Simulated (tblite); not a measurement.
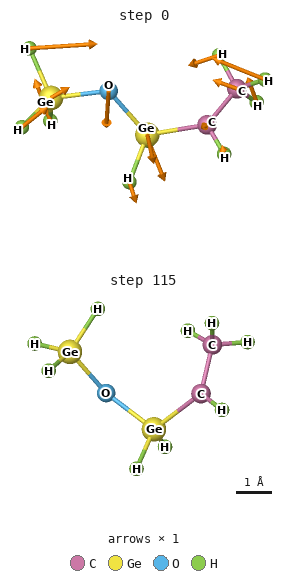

The structure of C2H9Ge2O (multiplicity 2) before (top) and after (bottom) a relaxation, at one scale. The orange arrows give the displacements, at their true length.

A ball-and-stick model, seen at a tilt.

The calculation used tblite 0.8.0, GFN2-xTB geometry optimisation, gas phase. 

Question: Summarise the run.

Answer: After 115 geometry steps the energy has fallen by 0.513 eV. The atom that moves furthest after the best rigid fit is an H atom (2.02 Å). By element the largest moves are H 2.02 Å, O 1.63 Å, Ge 0.93 Å, C 0.76 Å. Some distances before and after: Ge–H 1.556 → 1.505 Å, Ge–H 1.544 → 1.496 Å, Ge–O 1.777 → 1.730 Å, C–H 1.129 → 1.094 Å. Among the angles between lasting bonds that change: Ge–O–Ge 113.9° → 141.3°, O–Ge–H 112.9° → 99.1°, O–Ge–H 111.8° → 103.0°. Groups turn about Ge–O by about 140°, Ge–O by about 135°. Cost: 0.7 s on 1 thread of Arm Neoverse V1, with other jobs on the host.
